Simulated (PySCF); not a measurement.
**B₃H₆N₃, SMILES `B1NBNBN1`: what the electrons do**

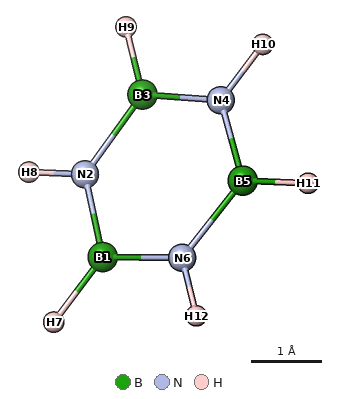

The molecule, with its atoms numbered as below. No frequency check shows the geometry to be a minimum.

Coordinates in Å:

```
B1       1.3861   -0.3849    0.0000
N2       0.3488   -1.3501    0.0000
B3      -1.0264   -1.0079    0.0000
N4      -1.3436    0.3730    0.0000
B5      -0.3597    1.3928    0.0000
N6       0.9949    0.9771    0.0000
H7       2.5185   -0.6993    0.0000
H8       0.6010   -2.3265    0.0000
H9      -1.8648   -1.8314    0.0000
H10     -2.3153    0.6428    0.0000
H11     -0.6536    2.5307    0.0000
H12      1.7143    1.6837    0.0000
```

Part 1: Bonding charge

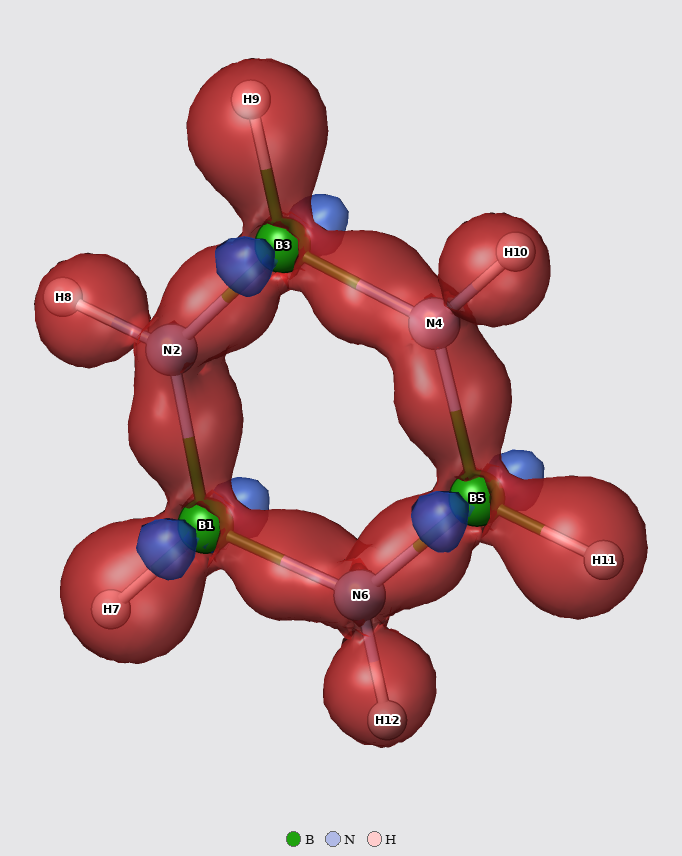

Deformation density (molecule less spherical, spin-averaged free atoms at the same positions), surfaces at ±0.15 e/Å³; red: gain, blue: loss.

PySCF calculation, B3LYP/def2-SVP, gas phase; geometry: GFN2-xTB.

> How much density has each bond gained at its critical point, relative to the free atoms?

N4–H10, N6–H12 and N2–H8: +0.80 e/Å³ at the bond critical point (bond length 1.01 Å, Mayer order 0.9). B1–H7, B3–H9 and B5–H11: +0.43 e/Å³ at the bond critical point (bond length 1.18 Å, Mayer order 0.9). B3–N4, B1–N2, B5–N6, N4–B5 and 2 more like them: +0.38 e/Å³ at the bond critical point (bond length 1.42 Å, Mayer order 1.3). In all, 2.8 electrons gather in the regions of gain relative to the promolecule.

Part 2: Bond critical points

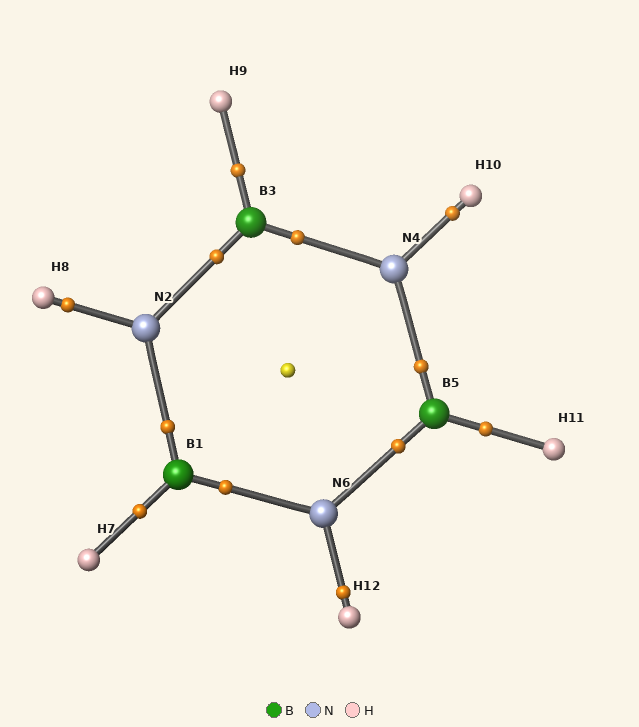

Molecular graph of the electron density (QTAIM): bond paths, bond critical points (orange), ring points (yellow, if any); weak paths are dashed.

> How many critical points of each kind are there, and does the count close?

12 nuclei, 12 bond, 1 ring and 0 cage critical points: 12 − 12 + 1 − 0 = 1, as the Poincaré–Hopf relation requires.

> Tabulate density, Laplacian, ellipticity and energy density at the bond critical points (atomic units).

```tsv
bond	length (Å)	ρ (a.u.)	∇²ρ (a.u.)	ε	H (a.u.)
N4–H10 (3 alike)	1.008	0.337	−1.57	0.02	−0.444
B3–N4 (6 alike)	1.417	0.203	+0.64	0.04	−0.175
B1–H7 (3 alike)	1.175	0.178	−0.10	0.13	−0.184
```

> What kind of interaction is B1–H7?

Shared-shell (covalent): ρ = 0.178, ∇²ρ = −0.10, H = −0.184 a.u.

Part 3: Local ionisation energy

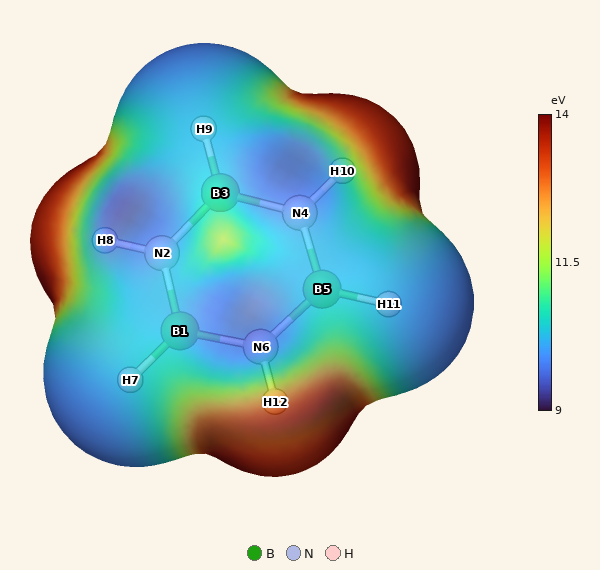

Average local ionisation energy on the surface of electron density 0.001 a.u.

> Where are the most loosely bound electrons on this surface?

The lowest value is 9.4 eV, off the molecular plane, over N4 (2.0 Å), and at like points elsewhere. For comparison, the highest occupied orbital lies at −7.7 eV.

> What volume does the surface enclose, and what is the dipole moment?

About 113 Å³; the dipole moment is 0.0 D.

Part 4: Localised orbitals

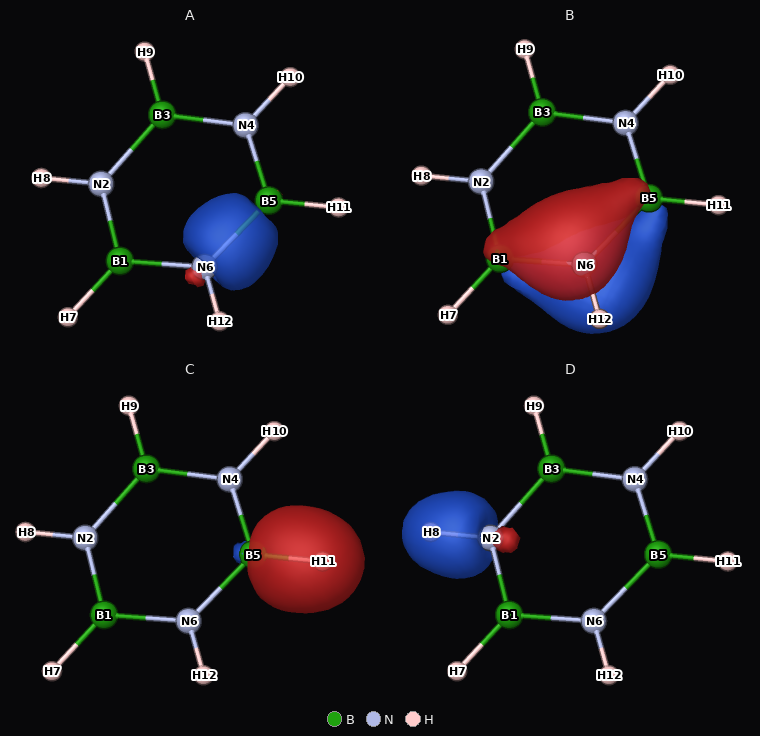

Pipek–Mezey orbitals, occupied; each surface holds about 70 % of the orbital's density. Energies are diagonal elements of the Fock matrix.

Level of theory: B3LYP/def2-TZVP (PySCF), at a geometry from GFN2-xTB.

> Identify each orbital.

By panel:
- A: σ bond N6–B5 (N6 65 %, B5 34 %; −16.5 eV)
- B: p-type lone pair on N6, partly delocalised onto B5 and B1 (N6 75 %, B5 12 %, B1 12 %; −8.7 eV)
- C: σ bond H11–B5 (H11 50 %, B5 49 %; −10.9 eV)
- D: σ bond N2–H8 (N2 61 %, H8 37 %; −16.2 eV)

> How do all the valence pairs divide up?

15 pairs: 12 σ bonds and 3 partly delocalised lone pairs.

Part 5: Stretching a bond

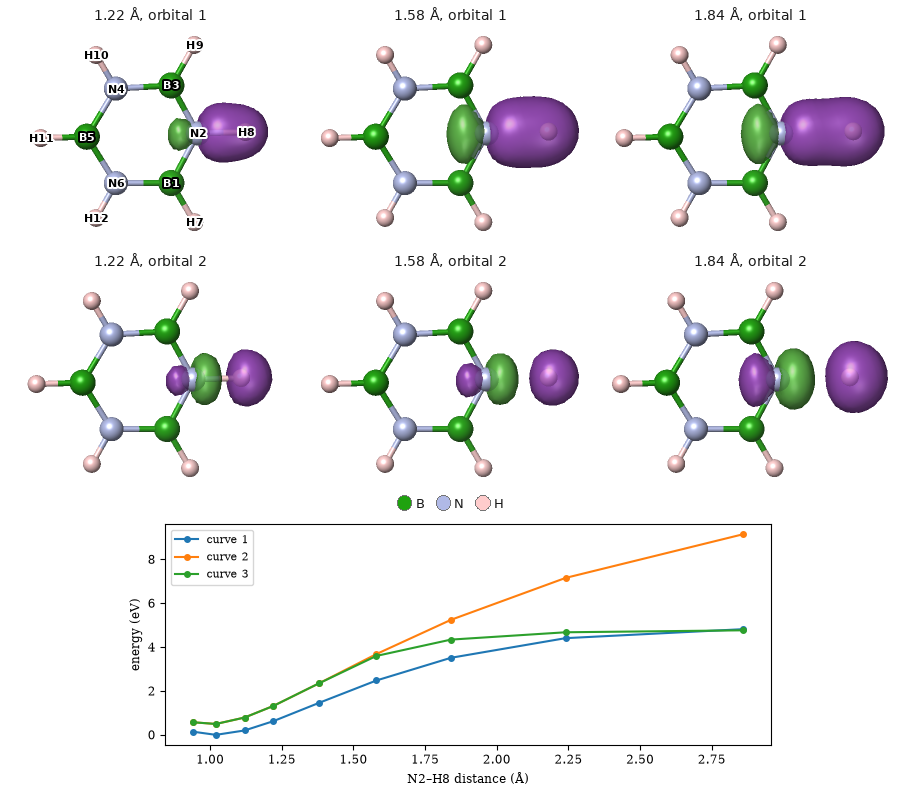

Rigid stretch of the N2–H8 bond. The two CASSCF(2,2) natural orbitals nearest half filling (orbital 1 the more occupied). Below: energies along the scan, from the lowest point of the three curves.

Level of theory: 6-31G* basis (PySCF), at a geometry from GFN2-xTB.

> How do the occupations change along the stretch?

1.22 Å: 1.96 and 0.04; 1.58 Å: 1.88 and 0.12; 1.84 Å: 1.77 and 0.23. At the longest distance computed (2.86 Å) they are 1.23 and 0.77, and the effective number of unpaired electrons is 1.8.

> Which curve is which method?

Curve 1 is CASSCF(2,2). Curve 2 is RHF. Curve 3 is UHF. RHF rises too steeply because it keeps both electrons in one orbital and so mixes in ionic fragments.

> Where does the UHF solution part from RHF?

Between 1.38 Å (⟨S²⟩ = 0, the two coincide) and 1.58 Å (⟨S²⟩ = 0.27); at 2.86 Å ⟨S²⟩ is 1.00 and UHF lies 4.4 eV below RHF.

> How much energy does the stretch cost?

By CASSCF, 4.8 eV from the lowest point of the scan (1.02 Å) to 2.86 Å; RHF gives 8.6 eV from its own lowest point. The fragments aren't relaxed and dynamic correlation is missing, so this isn't a bond dissociation energy.

The PySCF runs shown took 11 s, 33 s and 7 min on 1 thread of Arm Neoverse V2, on a shared host.
